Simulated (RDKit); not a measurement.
# Geometry relaxation of C2H2FN

The run: geometry relaxation of C2H2FN, SMILES FC1=CN1. Method and program: UFF (RDKit 2026.09.1).

The geometry comes from this level: GFN2-xTB.

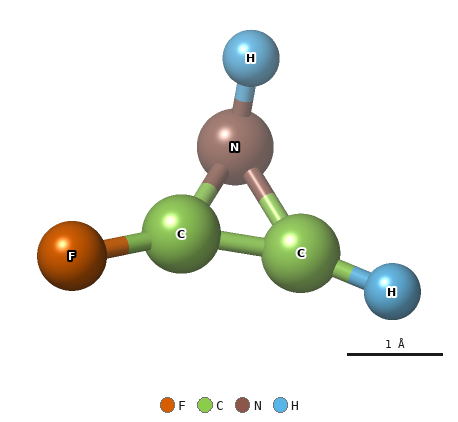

The structure as given in the input (ball-and-stick view, seen at a tilt). Bond lengths as drawn: C–C 1.28 Å, C–F 1.30 Å, C–H 1.06 Å, C–N 1.44 to 1.54 Å and H–N 1.03 Å.

### Summary

```json
{"quantity": "outcome", "value": "converged"}
{"quantity": "total energy", "value": "0.003787 hartree"}
{"quantity": "hardware", "value": "1 thread of Arm Neoverse V2, 24 GiB of memory available, shared host"}
{"quantity": "peak memory", "value": "0.073 GiB"}
```

### The input (job.py)
```python
import json
import numpy as np
from rdkit import Chem
from rdkit.Chem import AllChem
from rdkit.Chem import rdDetermineBonds

mol = Chem.MolFromXYZFile("mol.xyz")
rdDetermineBonds.DetermineBonds(mol, charge=0)
print("perceived SMILES:", Chem.MolToSmiles(Chem.RemoveHs(mol)))
symbols = [a.GetSymbol() for a in mol.GetAtoms()]
start = mol.GetConformer().GetPositions().copy()

ff = AllChem.UFFGetMoleculeForceField(mol)
e0 = ff.CalcEnergy()
print(f"start   E = {e0:.5f} kcal/mol")
path, flag, n = [], 1, 0
while flag and n < 2000:
    flag = ff.Minimize(maxIts=50, forceTol=0.0001)
    n += 50
    path.append((n, ff.CalcEnergy(), mol.GetConformer().GetPositions().tolist()))
    print(f"{n:5d}   E = {path[-1][1]:.5f} kcal/mol")
print("converged" if flag == 0 else "iteration limit reached")
final = mol.GetConformer().GetPositions()
for a, p in zip(symbols, final):
    print(f"{a:<2} {p[0]:11.5f} {p[1]:11.5f} {p[2]:11.5f}")
print(f"energy gained {e0 - path[-1][1]:.4f} kcal/mol")
json.dump(dict(symbols=symbols, start=start.tolist(), start_energy=e0, energy=path[-1][1], final=final.tolist(), path=path, success=flag == 0), open("results.json", "w"))
```

### File mol.xyz
```
6

F     -0.156210    -1.663370     1.056540
C     -0.103230    -0.635960     0.257410
C      0.430360     0.037080    -0.692890
N     -0.771960     0.623240     0.075640
H      1.088840     0.313540    -1.469500
H     -0.487800     1.325460     0.772800
```

Launch command:
```bash
python job.py
```

### Output
```
perceived SMILES: FC1=CN1
start   E = 145.47497 kcal/mol
   50   E = 2.37637 kcal/mol
converged
F     -0.22916    -1.88715     0.89731
C     -0.08259    -0.67049     0.32034
C      0.47226     0.11716    -0.65565
N     -0.38680     0.69589     0.28643
H      1.11018     0.21750    -1.52297
H     -0.88390     1.52708     0.67453
energy gained 143.0986 kcal/mol
```
